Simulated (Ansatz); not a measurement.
# A hypothetical structure for Si2Pb, part 2 of 2

This structure for Si2Pb is made up. Its elements were placed in a known structure type with a cell scaled to their sizes. What cell does the guess relax to, and how far off was it?

Ansatz 0.2.0; DFT, PBEsol, plane-wave PAW, files of the set soft_1, scalar-relativistic, no spin, cell and ions relaxed at zero pressure; PAW set soft_1 (the session's first sound run).

So far: Starting point; Relaxation of the guess. The relaxed cell has a, b, c = 3.458, 20.458, 3.645 Å (conventional setting).

**3. Bands of the relaxed cell**

With the geometry fixed, one more self-consistent run, with a narrower smearing and the mesh shown in its input, gives the bands, and its pressure, and its forces where symmetry allows any, show how far the geometry depends on these settings.

This step: DFT, PBEsol, plane-wave PAW, files of the set soft_1, scalar-relativistic, no spin, bands and density of states at the relaxed cell; PAW set soft_1 (Ansatz 0.2.0).

Input file input.yaml:

```yaml
crystal:
  lattice:
    - [1.7291240403, -10.2291077924, 0.0]
    - [1.7291240403, 10.2291077924, 0.0]
    - [0.0, 0.0, 3.6450567246]
  atoms:
    - { symbol: Pb, position: [0.1220763331, 0.8779236669, 0.75] }
    - { symbol: Pb, position: [0.8779236669, 0.1220763331, 0.25] }
    - { symbol: Si, position: [0.4639390461, 0.5360609539, 0.75] }
    - { symbol: Si, position: [0.5360609539, 0.4639390461, 0.25] }
    - { symbol: Si, position: [0.753050415, 0.246949585, 0.75] }
    - { symbol: Si, position: [0.246949585, 0.753050415, 0.25] }
kpoints:
  mp_grid: { grid: [10, 10, 8] }
  band_path:
    path:
      - [[0.0, 0.0, 0.0], [0.25714359, 0.25714359, 0.0], [0.0, 0.5, 0.0], [0.0, 0.5, 0.5], [0.25714359, 0.25714359, 0.5], [0.0, 0.0, 0.5], [0.0, 0.0, 0.0], [-0.5, 0.5, 0.0], [-0.25714359, 0.74285641, 0.0], [-0.25714359, 0.74285641, 0.5], [-0.5, 0.5, 0.5], [-0.5, 0.5, 0.0]]
      - [[0.0, 0.0, 0.5], [-0.5, 0.5, 0.5]]
    npoints: 6
scf:
  occupations: { method: fermi_dirac, width: 0.03 }
  n_extra_bands: 10
hamiltonian:
  xc: pbesol
  pseudopotentials: { kind: paw, azcp: { folder: soft_1 }, xc_functional: pbe }
output:
  forces: true
  stress: true
  write_bands: true
  dos: { projected: true }
  write_density: true
  write_potential: true
  elf: true
  volumetric_format: npy
```

Launch:

```console
$ ansatz run input.yaml --threads 4 --pin off --max-ram 10240MiB --backend cpu --events-out ev --progress --plain --runs-dir out
```

Numbers of over 12 decimals in the logs are rounded to 6 here.

The program printed:

```text
[...]
Crystal: 6 atoms, lattice volume = 128.943 Å³
Basis set: ecut = 420 eV, 2519 PW (Γ), FFT grids on a1+a2, a2, a3, exchange–correlation on 48×144×50 points (8 copies of the dense FFT grid, shifted against one another)
Bands: 32, of which v1, the nominal top of the filled ones, is band 22 counted from 1 (21 counted from 0)
Symmetry: 8 space group operations
[...]
k-points: 155 of 800
[...]
SCF iter   1: F=—  HF=-25999.773200 eV  |F-HF|=—  |Δ(HF+E_count)|=         —  Δρ=3.71e-2  dr2=6.71e0  ethr=3.10e-3  ⟨swp⟩=7.8  Hψ=27106  notcnv=0  defer=4
[...]
SCF iter   8: F=-25997.960949 eV  HF=-25997.960949 eV  |F-HF|=1.80e-8  |Δ(HF+E_count)|=   9.63e-8  Δρ=3.51e-6  dr2=3.44e-8  ethr=2.27e-10  ⟨swp⟩=16.3  Hψ=42745  notcnv=0
SCF 1 converged in 8 iterations: F = -25997.960949 eV  dr2 = 3.44e-8
[...]
NSCF: frozen V_eff on 74 k-points
SCF converged after 8 iterations
Free energy (F): -25997.960949 eV
[...]
Internal energy: -25997.953180 eV  (E = F + TS)
E sigma→0 (E₀):  -25997.957064 eV
Entropy (-TS):   -0.007769 eV (-1.295 meV/atom)
Fermi energy:    9.453012 eV
[...]
--- Forces (eV/Å), atoms counted from 1 ---
  atom   1  Pb     0.00000000     0.01562789     0.00000000
  atom   2  Pb     0.00000000    -0.01562789     0.00000000
  atom   3  Si     0.00000000     0.03390040     0.00000000
  atom   4  Si     0.00000000    -0.03390040     0.00000000
  atom   5  Si     0.00000000     0.02804300     0.00000000
  atom   6  Si     0.00000000    -0.02804300     0.00000000
  max |Σ_I F_I| component: 6.94e-18 eV/Å
--- Stress (GPa, compression-positive) ---
        0.255415       0.000000       0.000000
        0.000000       0.225793       0.000000
        0.000000       0.000000      -0.249514
  P = ⅓ Tr σ = 0.0772 GPa (0.772 kbar)
--- Band table (eV; the first three rows and the last of 155) ---
  k-point 0: bands = [... 18 lower, 8.4464, 8.9269, 9.5726, 9.6774, 10.8692, 11.3122, 12.1077, 12.1141, ... 6 higher]
  k-point 1: bands = [... 18 lower, 8.6308, 9.3303, 9.8398, 10.1741, 10.2917, 12.1395, 12.1503, 12.5002, ... 6 higher]
  k-point 2: bands = [... 18 lower, 8.7879, 8.9514, 10.2412, 10.3187, 10.8548, 11.1401, 11.5823, 12.9325, ... 6 higher]
  k-point 154: bands = [... 18 lower, 8.9494, 8.9494, 10.0239, 10.0239, 10.8023, 10.8023, 12.1465, 12.1465, ... 6 higher]
```

The job ended after 14 s (4 threads of Arm Neoverse V2, shared host; peak memory 0.72 GiB).

This step gave:

- free energy: -25997.9609 eV
- energy at zero smearing: -25997.9571 eV
- smearing term TS: 0.007769 eV
- Fermi energy: 9.453 eV
- pressure: 0.07723 GPa

bands.tsv at the labelled points (eV, zero at the Fermi level; the bands that come nearest the Fermi level along the path):

| point | band 18 | band 19 | band 20 | band 21 | band 22 | band 23 | band 24 | band 25 |
| --- | --- | --- | --- | --- | --- | --- | --- | --- |
| Γ | -1.13 | -1.01 | -0.53 | 0.12 | 0.22 | 1.42 | 1.86 | 2.65 |
| X | -2.76 | -1.97 | -0.63 | -0.02 | 0.41 | 0.47 | 0.77 | 2.50 |
| S | -3.44 | -1.40 | -0.84 | -0.62 | 0.61 | 0.62 | 1.67 | 1.75 |
| R | -4.92 | -3.38 | -3.38 | -2.81 | -2.81 | -0.96 | -0.96 | -0.03 |
| A | -4.90 | -3.32 | -3.32 | -2.85 | -2.85 | -1.17 | -1.17 | 0.31 |
| Z | -3.61 | -2.36 | -2.36 | 1.35 | 1.35 | 2.68 | 2.68 | 3.19 |
| Γ | -1.13 | -1.01 | -0.53 | 0.12 | 0.22 | 1.42 | 1.86 | 2.65 |
| Y | -1.65 | -1.15 | -0.66 | 0.34 | 1.01 | 1.43 | 1.88 | 2.49 |
| X1 | -2.76 | -1.97 | -0.63 | -0.02 | 0.41 | 0.47 | 0.77 | 2.50 |
| A1 | -4.90 | -3.32 | -3.32 | -2.85 | -2.85 | -1.17 | -1.17 | 0.31 |
| T | -4.60 | -0.50 | -0.50 | 0.57 | 0.57 | 1.35 | 1.35 | 2.69 |
| Y | -1.65 | -1.15 | -0.66 | 0.34 | 1.01 | 1.43 | 1.88 | 2.49 |
| Z | -3.61 | -2.36 | -2.36 | 1.35 | 1.35 | 2.68 | 2.68 | 3.19 |
| T | -4.60 | -0.50 | -0.50 | 0.57 | 0.57 | 1.35 | 1.35 | 2.69 |

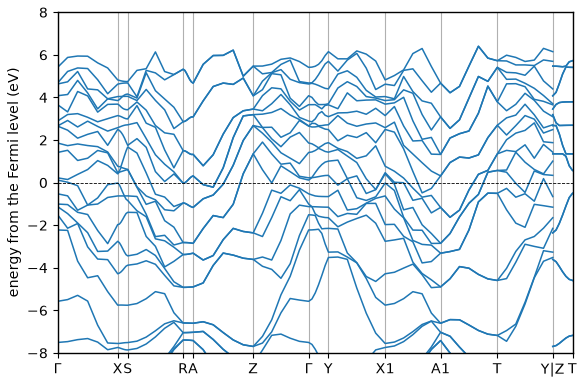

Bands along the path. 10 bands lie wholly below the window drawn.

Counts of states for the cell as run, both spins, by energy window (eV from the Fermi level):

| from | to | total |
| --- | --- | --- |
| -8 | -7 | 2.20 |
| -7 | -6 | 1.66 |
| -6 | -5 | 1.11 |
| -5 | -4 | 1.83 |
| -4 | -3 | 2.60 |
| -3 | -2 | 2.81 |
| -2 | -1 | 2.95 |
| -1 | 0 | 2.81 |
| 0 | 1 | 2.80 |
| 1 | 2 | 3.05 |
| 2 | 3 | 3.28 |
| 3 | 4 | 3.48 |

A further 26.0 states lie below the table's range.

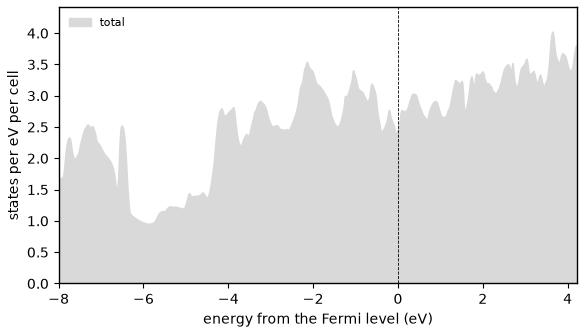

Total density of states, smoothed over about 0.04 eV.

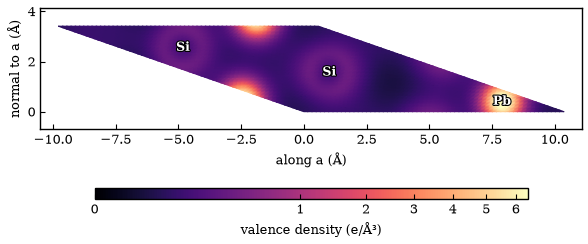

Valence density in the ab plane of the cell as run, not the conventional one, at fractional z = 0.250, with atoms of Pb and Si within 0.2 Å of it. It is the smooth field of the valence electrons, not physical close to the nuclei. The colour scale is stretched toward low values.

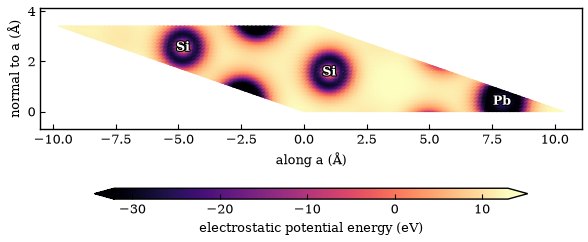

Electrostatic potential energy in the ab plane of the cell as run, not the conventional one, at fractional z = 0.250, with atoms of Pb and Si within 0.2 Å of it. With pseudopotentials it is smooth inside the atoms' cores, unlike the true potential.

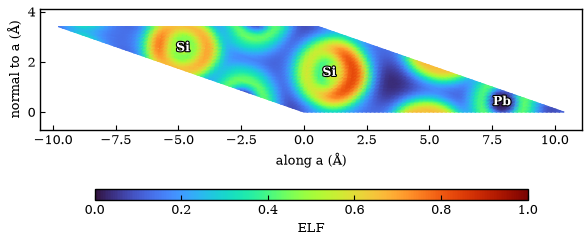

ELF in the ab plane of the cell as run, not the conventional one, at fractional z = 0.250, with atoms of Pb and Si within 0.2 Å of it. It is the smooth field of the valence electrons, not physical close to the nuclei.

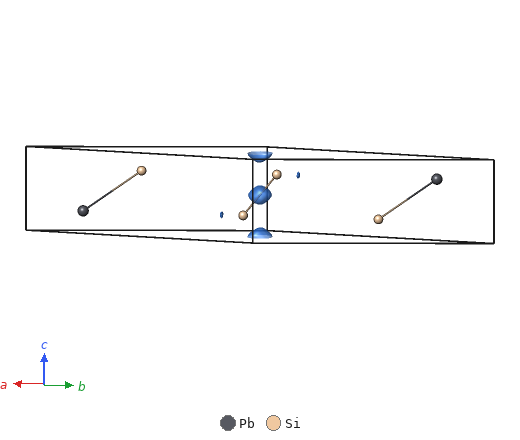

Surface of ELF = 0.83. Drawn on the cell as run, not the conventional one.

**4. What came out**

* space group, relaxed: Cmcm
* conventional cell: a = 3.458, b = 20.458, c = 3.645 Å; α = 90.0°, β = 90.0°, γ = 90.0°
* volume per atom: 21.49 Å³ (guess 18.66)

What this shows: Si2Pb relaxes to Cmcm with a = 3.458, b = 20.458 and c = 3.645 Å. The guessed volume was 13 % too small. The space group Cmcm was held in the relaxation, so the end point is a stationary structure within it and may be a saddle against distortions or other arrangements. Bands cross the Fermi level, so it is a metal or semimetal at this level. On the 10×10×8 mesh with the narrower smearing (relaxed on 7×7×7) the largest force component is 0.034 eV/Å and the largest stress component is 0.255 GPa, against the relaxation's thresholds of 0.015 eV/Å and 0.05 GPa. The cutoff wasn't tested. A vector of the cell changed its length by 34 %, so the starting arrangement is largely lost and the mesh was laid for another shape. Spin-orbit coupling is left out, which can matter for elements this heavy. No dispersion term is used, so weakly bound directions may come out too long. Nothing here tests whether the compound is stable against decomposition.

[Logs are printed without paths, hosts, clocks, repeated set-up lines and the standing remarks that a program may print on its own settings, such as how far it seeks lower states.]

[Hosts, paths, dates, database ids (printed as entryN), source tags and the programs' standing remarks are cut or masked in the printed files.]
